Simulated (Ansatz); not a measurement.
Take PbTe in the rock salt structure (space group Fm-3m, No. 225; a = 6.569 Å) as the base.

Structures relaxed with plane-wave PAW DFT at the PBE level (Ansatz, a first-principles code, 420 eV), no spin-orbit coupling.

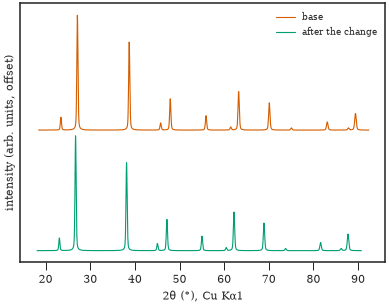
*Simulated powder patterns before (top) and after one change*

Task: Name the change that was made.
(A) isotropic strain +2.00 %
(B) isotropic strain −3.00 %
(C) isotropic strain +1.50 %
(D) isotropic strain +3.00 %

Result: C, isotropic strain +1.50 %. Its volume per atom is 37.06 Å³ against 35.44 Å³, and its space group is Fm-3m (No. 225).

No phonon test of stability was made.
